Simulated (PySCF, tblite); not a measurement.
# CH4ClO2Si radical, a small gas-phase stand-in for a defect centre (Si site with back bonds O, Cl, OC): EPR parameters

Aim: the EPR parameters of `CO[Si](O)Cl`. It is drawn as: dangling bond.

Computed with tblite 0.8.0 and PySCF 2.14.0; each step states its level. No surroundings beyond the atoms listed, unless a continuum is named. Atoms count from 0, parts from 1.

## 1. Starting point

9 atoms, charge 0, multiplicity 2; geometry: distance geometry start.

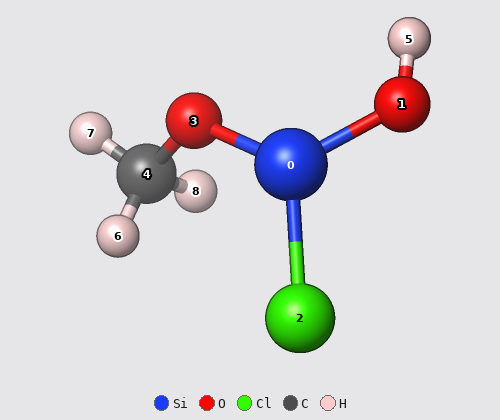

The starting geometry (silicon blue, oxygen red, chlorine green, carbon dark grey, hydrogen pink), atoms numbered.

## 2. Geometry optimisation with GFN2-xTB

Job settings and geometry (Å):

```
{"job": {"kind": "relax", "xc": "GFN2-xTB", "basis": "xTB"}, "charge": 0, "multiplicity": 2}
Si    -0.403782    -1.525694     0.531417
O     -0.768252    -1.227864     2.222210
Cl     0.294631    -3.489671     0.080172
O      0.368635    -0.211799    -0.361121
C      1.649963    -0.278375    -0.935529
H     -0.789909    -0.316982     2.632876
H      1.653712    -1.065021    -1.619715
H      1.856429     0.600619    -1.435266
H      2.361897    -0.430507    -0.184883
```

With the program's defaults for keys left out, this is: GFN2-xTB geometry optimisation, gas phase.

Started as:

```
$ OMP_NUM_THREADS=1 python cluster_run.py task.json out
```

This one command runs all jobs of the session in turn.

What it wrote:

```text
step      E/eV     max force
  0    -506.63580    2.723
  1    -506.99570    1.981
  2    -507.25466    1.153
  3    -507.32465    1.032
  4    -507.48780    1.152
  5    -507.51950    0.658
  6    -507.54229    0.371
  7    -507.55183    0.311
  8    -507.55895    0.255
  9    -507.56236    0.191
 10    -507.56480    0.200
 11    -507.56746    0.206
 12    -507.56978    0.153
 13    -507.57144    0.135
 14    -507.57327    0.148
 15    -507.57549    0.175
 16    -507.57758    0.175
 17    -507.57916    0.136
 18    -507.58060    0.121
 19    -507.58256    0.190
 20    -507.58559    0.219
 21    -507.58988    0.260
 22    -507.59546    0.289
 23    -507.60339    0.459
 24    -507.61550    0.679
 25    -507.63012    0.608
 26    -507.63875    0.319
 27    -507.64248    0.281
 28    -507.61137    1.432
 29    -507.64601    0.130
 30    -507.64691    0.120
 31    -507.64980    0.128
 32    -507.65151    0.166
 33    -507.65644    0.173
 34    -507.66094    0.249
 35    -507.66379    0.243
 36    -507.66756    0.188
 37    -507.67116    0.161
 38    -507.67504    0.136
 39    -507.67588    0.131
 40    -507.67677    0.145
 41    -507.67739    0.072
 42    -507.67783    0.122
 43    -507.67814    0.036
 44    -507.67825    0.034
 45    -507.67843    0.024
 46    -507.67853    0.026
 47    -507.67863    0.025
 48    -507.67867    0.024
 49    -507.67871    0.020
 50    -507.67875    0.014
 51    -507.67879    0.017
 52    -507.67884    0.022
 53    -507.67892    0.027
 54    -507.67906    0.036
 55    -507.67932    0.058
 56    -507.67976    0.078
 57    -507.68037    0.084
 58    -507.68110    0.068
 59    -507.68162    0.042
 60    -507.68181    0.039
 61    -507.68194    0.035
 62    -507.68211    0.031
 63    -507.68240    0.048
 64    -507.68294    0.092
 65    -507.68383    0.095
 66    -507.68488    0.207
 67    -507.68658    0.143
 68    -507.68839    0.101
 69    -507.68964    0.074
 70    -507.69053    0.161
 71    -507.69179    0.064
 72    -507.69241    0.062
 73    -507.69267    0.041
 74    -507.69298    0.043
 75    -507.69307    0.049
 76    -507.69323    0.044
 77    -507.69351    0.039
 78    -507.69399    0.067
 79    -507.69463    0.076
 80    -507.69549    0.097
 81    -507.69674    0.144
 82    -507.69899    0.250
 83    -507.70055    0.110
 84    -507.70221    0.137
 85    -507.70274    0.315
 86    -507.70356    0.106
 87    -507.70425    0.053
 88    -507.70454    0.089
 89    -507.70474    0.077
 90    -507.70487    0.031
 91    -507.70493    0.028
 92    -507.70497    0.015
 93    -507.70499    0.008
```

Wall time 1.5 s (1 thread of Arm Neoverse V1, shared host).

The steps of the relaxation:

```tsv
step	energy from step 0 (eV)	largest force (eV/Å)
0	0.0000	2.7238
3	-0.6889	1.0321
6	-0.9065	0.3707
9	-0.9266	0.1916
12	-0.9340	0.1531
15	-0.9397	0.1749
18	-0.9448	0.1206
21	-0.9541	0.2605
24	-0.9797	0.6797
27	-1.0067	0.2814
30	-1.0111	0.1201
33	-1.0206	0.1729
36	-1.0318	0.1879
39	-1.0401	0.1311
42	-1.0420	0.1218
45	-1.0426	0.0243
48	-1.0429	0.0244
51	-1.0430	0.0167
54	-1.0433	0.0355
57	-1.0446	0.0842
60	-1.0460	0.0392
63	-1.0466	0.0477
66	-1.0491	0.2069
69	-1.0538	0.0737
72	-1.0566	0.0627
75	-1.0573	0.0486
78	-1.0582	0.0668
81	-1.0609	0.1448
84	-1.0664	0.1372
87	-1.0684	0.0540
90	-1.0691	0.0307
93	-1.0692	0.0073
```

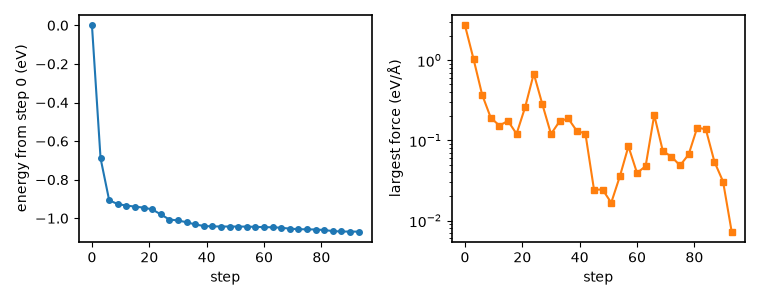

Energy and largest force along the relaxation.

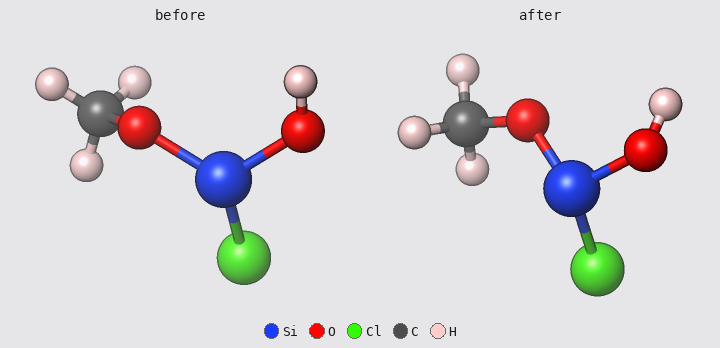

The geometry before (left) and after (right).

Distances of close pairs at the start and the end, largest changes first:

```tsv
bond	before (Å)	after (Å)	change (Å)
Si0–O1	1.755	1.612	-0.143
Si0–O3	1.766	1.630	-0.136
Si0–Cl2	2.133	2.046	-0.087
C4–H7	1.032	1.092	+0.060
C4–H6	1.043	1.092	+0.050
C4–H8	1.046	1.090	+0.045
O1–H5	0.999	0.961	-0.038
O3–C4	1.406	1.396	-0.010
```

## 3. Optimising the geometry at PBE0-D3(BJ)/def2-SVP

Job settings and geometry (Å):

```
{"job": {"xc": "PBE0", "basis": "def2-SVP", "d3": "d3bj", "grid": 2, "kind": "geom", "shake": 0.01}, "charge": 0, "multiplicity": 2}
Si    -1.228896    -0.428156     0.285972
O     -1.724184    -0.180040     1.804939
Cl    -0.771366    -2.353868    -0.100755
O      0.117608     0.522151     0.108546
C      0.994743     0.552308    -0.953391
H     -1.099138     0.122350     2.474941
H      1.263964    -0.450697    -1.276851
H      0.598766     1.124419    -1.789002
H      1.892753     1.068384    -0.562948
```

What it wrote:

```text
step   0  E = -939.86998676  max force = 0.026156
step   1  E = -939.87416124  max force = 0.007066
step   2  E = -939.87432106  max force = 0.003488
step   3  E = -939.87438374  max force = 0.001514
step   4  E = -939.87439546  max force = 0.000716
step   5  E = -939.87440503  max force = 0.001063
step   6  E = -939.87441716  max force = 0.000919
step   7  E = -939.87442612  max force = 0.000945
step   8  E = -939.87443159  max force = 0.000477
step   9  E = -939.87443424  max force = 0.000436
optimisation converged
```

It took 79 s on 1 thread of Arm Neoverse V1, shared host; peak memory 0.5 GiB.

Along the way:

```tsv
step	energy from step 0 (eV)	largest force component (eV/Å)
0	0.0000	1.3450
1	-0.1136	0.3633
2	-0.1179	0.1794
3	-0.1196	0.0779
4	-0.1200	0.0368
5	-0.1202	0.0547
6	-0.1206	0.0473
7	-0.1208	0.0486
8	-0.1209	0.0245
9	-0.1210	0.0224
```

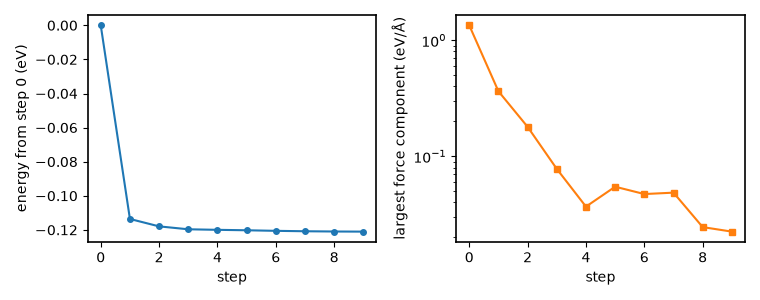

Energy and largest force along the relaxation.

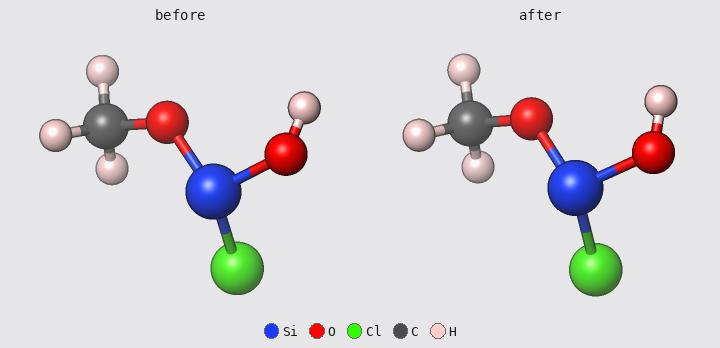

Before and after, at one scale.

Distances of close pairs at the start and the end, largest changes first:

```tsv
bond	before (Å)	after (Å)	change (Å)
Si0–Cl2	2.017	2.088	+0.071
Si0–O1	1.617	1.651	+0.034
O3–C4	1.378	1.405	+0.027
C4–H7	1.087	1.103	+0.016
C4–H6	1.088	1.103	+0.015
C4–H8	1.107	1.100	-0.007
Si0–O3	1.658	1.656	-0.002
O1–H5	0.965	0.965	+0.001
```

The end geometry stands in the next job.

```tsv
at the end point	value
point group (found at 0.08 Å tolerance)	C1
rotational constants (GHz, main isotopes)	3.627, 2.741, 1.663
dipole moment (D)	2.38
⟨S²⟩	0.752
```

## 4. EPR parameters: B3LYP/IGLO-III+pcH-1

Job settings and geometry (Å):

```
{"job": {"kind": "epr"}, "charge": 0, "multiplicity": 2}
Si    -1.542230    -0.694697     0.339021
O     -1.994208    -0.564717     1.921375
Cl    -1.091209    -2.675070    -0.145959
O     -0.162563     0.209490     0.192309
C      0.750720     0.201862    -0.875325
H     -1.377660    -0.061403     2.467820
H      1.007111    -0.826133    -1.182499
H      0.351473     0.740294    -1.751630
H      1.669928     0.710420    -0.549409
```

With the program's defaults for keys left out, this is: UKS B3LYP, IGLO-III on C Cl O Si, pcH-1 on H, non-relativistic, mean-field spin-orbit, GIAO.

What it wrote:

```text
UKS, coarse grid
  cycle   1  E = -940.68854091  |g| = 7.48e-01
  cycle   2  E = -940.21111136  |g| = 1.35e+00
  cycle   3  E = -940.87617442  |g| = 1.10e-01
  cycle   4  E = -940.87990295  |g| = 7.03e-02
  cycle   5  E = -940.88166405  |g| = 1.97e-02
  cycle   6  E = -940.88178909  |g| = 7.59e-03
  cycle   7  E = -940.88180806  |g| = 1.81e-03
  cycle   8  E = -940.88181031  |g| = 4.96e-04
UKS, final grid
  cycle   1  E = -940.88178071  |g| = 5.89e-04
  cycle   2  E = -940.88178057  |g| = 8.42e-04
  cycle   3  E = -940.88178087  |g| = 9.86e-05
  cycle   4  E = -940.88178087  |g| = 2.33e-05
E = -940.88178087 Eh   <S^2> = 0.7517 (exact 0.7500)
g shifts (ppm)      1          2          3
  rmc          -218       -218       -218
  gc             64         58         93
  oz_so       -2066       -548       -204
  total       -2220       -708       -329
hyperfine (MHz)  atom isotope    a_iso     a_fc   dipolar eigenvalues
    0  29Si   -1146.13   -1147.12   -110.70     54.57     56.13
    1   17O     -78.87     -78.78    -20.43      9.89     10.54
    2  35Cl      50.89      50.43    -25.69    -25.25     50.94
    3   17O     -38.15     -38.03    -30.80     15.07     15.73
    4   13C      -2.44      -2.44     -0.96     -0.74      1.70
    5    1H      17.44      17.40     -6.43     -2.14      8.57
    6    1H       0.14       0.14     -2.22     -1.33      3.55
    7    1H       3.20       3.20     -2.51     -1.81      4.32
    8    1H       5.31       5.31     -1.71     -1.11      2.82
```

Run time: 43 s. Hardware: 1 thread of Arm Neoverse V1, shared host; peak memory 0.87 GiB.

Principal g values 2.00010, 2.00161, 2.00199; g(iso) = 2.00123, against 2.00232 for a free electron.

Hyperfine couplings, nucleus by nucleus at this fixed geometry (no averaging over rotations):

```tsv
nuclei	isotope	a(iso) (MHz)	a(iso) (G, at g = 2.0023)	largest dipolar term (MHz)
Si0	29Si	-1146.1	-409.0	-110.7
O1	17O	-78.9	-28.1	-20.4
Cl2	35Cl	50.9	18.2	50.9
O3	17O	-38.2	-13.6	-30.8
H5	1H	17.4	6.2	8.6
H8	1H	5.3	1.9	2.8
H7	1H	3.2	1.1	4.3
C4	13C	-2.4	-0.9	1.7
H6	1H	0.1	0.1	3.5
```

Mulliken spin populations:

```tsv
atom	value (e)
Si0	0.80
O1	0.02
Cl2	0.11
O3	0.05
C4	-0.01
H5	0.02
H6	0.00
H7	0.01
H8	0.00
```

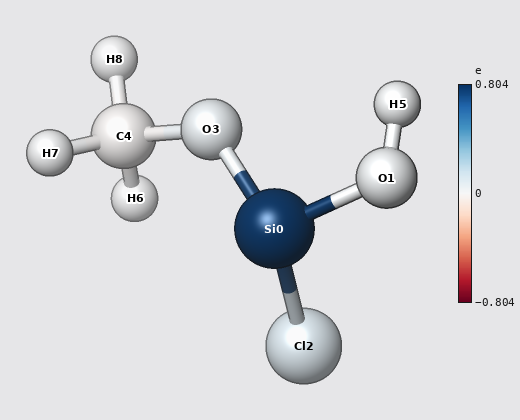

Mulliken spin populations, as colours on the atoms.

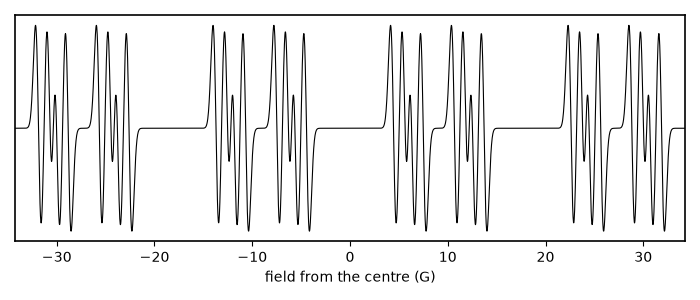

First-order isotropic spectrum (first derivative, main isotopes with spin only, couplings over 0.8 MHz, Gaussian width 0.3 G; couplings of the frozen geometry, rotation of groups not averaged beyond the rows shown).

## 5. EPR parameters: BHandHLYP/IGLO-III+pcH-1

The job, as its differences from that of step 4:

```diff
@@ -1,2 +1,2 @@
-{"job": {"kind": "epr"}, "charge": 0, "multiplicity": 2}
+{"job": {"kind": "epr", "xc": "BHandHLYP"}, "charge": 0, "multiplicity": 2}
 Si    -1.542230    -0.694697     0.339021
```

With the program's defaults for keys left out, this is: UKS BHandHLYP, IGLO-III on C Cl O Si, pcH-1 on H, non-relativistic, mean-field spin-orbit, GIAO.

What it wrote:

```text
UKS, coarse grid
  cycle   1  E = -940.60020704  |g| = 6.20e-01
  cycle   2  E = -940.54771703  |g| = 7.52e-01
  cycle   3  E = -940.74069387  |g| = 5.00e-02
  cycle   4  E = -940.74183241  |g| = 2.59e-02
  cycle   5  E = -940.74214550  |g| = 7.06e-03
  cycle   6  E = -940.74217660  |g| = 3.78e-03
  cycle   7  E = -940.74218374  |g| = 1.02e-03
  cycle   8  E = -940.74218444  |g| = 3.09e-04
UKS, final grid
  cycle   1  E = -940.74216382  |g| = 2.34e-04
  cycle   2  E = -940.74216384  |g| = 2.14e-04
  cycle   3  E = -940.74216386  |g| = 5.10e-05
  cycle   4  E = -940.74216386  |g| = 3.31e-05
  cycle   5  E = -940.74216386  |g| = 6.77e-06
E = -940.74216386 Eh   <S^2> = 0.7529 (exact 0.7500)
g shifts (ppm)      1          2          3
  rmc          -220       -220       -220
  gc             69         68         76
  oz_so       -2214       -640       -348
  total       -2365       -791       -491
hyperfine (MHz)  atom isotope    a_iso     a_fc   dipolar eigenvalues
    0  29Si   -1185.94   -1186.93   -119.82     58.54     61.28
    1   17O     -78.22     -78.15    -19.95      9.64     10.31
    2  35Cl      52.62      52.25    -24.87    -24.67     49.55
    3   17O     -42.86     -42.76    -29.62     14.46     15.17
    4   13C      -2.80      -2.80     -0.90     -0.68      1.59
    5    1H      16.08      16.05     -6.45     -2.10      8.55
    6    1H       0.12       0.12     -2.19     -1.41      3.60
    7    1H       1.62       1.62     -2.54     -1.85      4.39
    8    1H       3.85       3.85     -1.63     -1.14      2.77
```

Wall time 47 s (1 thread of Arm Neoverse V1, shared host); peak memory 0.81 GiB.

In short: g(iso) 2.00110.

## 6. Comparing the runs: EPR parameters

g, ⟨S²⟩ and isotropic hyperfine couplings (MHz), with basis size and wall time:

```tsv
run	g(iso)	⟨S²⟩	29Si Si0	17O O1	35Cl Cl2	17O O3	1H H5	functions	time
B3LYP/IGLO-III+pcH-1	2.00123	0.752	-1146.1	-78.9	50.9	-38.2	17.4	233	43 s
BHandHLYP/IGLO-III+pcH-1	2.00110	0.753	-1185.9	-78.2	52.6	-42.9	16.1	233	47 s
```

## 7. Results

| quantity | value |
| --- | --- |
| point group | C1 |
| rotational constants (main isotopes) | 3.63, 2.74, 1.66 GHz |
| g(iso) (B3LYP) | 2.00123 |
| ⟨S²⟩ | 0.752 (exact 0.75) |
| largest a(iso) | 29Si on Si0, -1146.1 MHz |

What this shows: The start of the PBE0/def2-SVP relaxation was shaken at random by about 0.01 Å, so part of the energy gained, and of the first lengths quoted, undoes that. The optimisation took 9 steps and gained 0.121 eV; among the close pairs (by a distance rule), Si0–Cl2 changed most, from 2.017 to 2.088 Å (PBE0/def2-SVP). Most of the unpaired spin sits on Si0 (0.80 e). The isotropic g lies 1.1 ppt below the free-electron value. The coupling of 29Si on Si0 runs from -1185.9 (BHandHLYP/IGLO-III+pcH-1) to -1146.1 MHz (B3LYP/IGLO-III+pcH-1).
